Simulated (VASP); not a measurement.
Band structure of CoGa (CsCl type). These are SCAN meta-GGA, VASP's PBE PAW potentials (set 64) (plane waves; VASP) values and carry that method's errors.

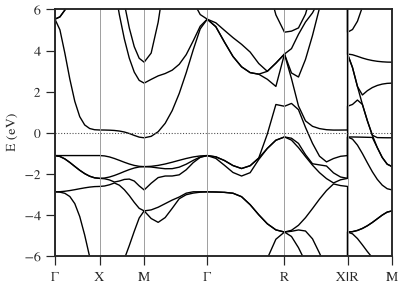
Figure: Bands along high-symmetry lines, zero at the valence-band maximum or, without a gap, the Fermi level

Problem. Read the plot: is there a gap, and where are the band edges?

Solution. It has no gap at this level: it comes out as a metal or semimetal.

The compound is CoGa in the CsCl type structure. It was relaxed first. The run is not spin-polarised, so no magnetic state was tried.
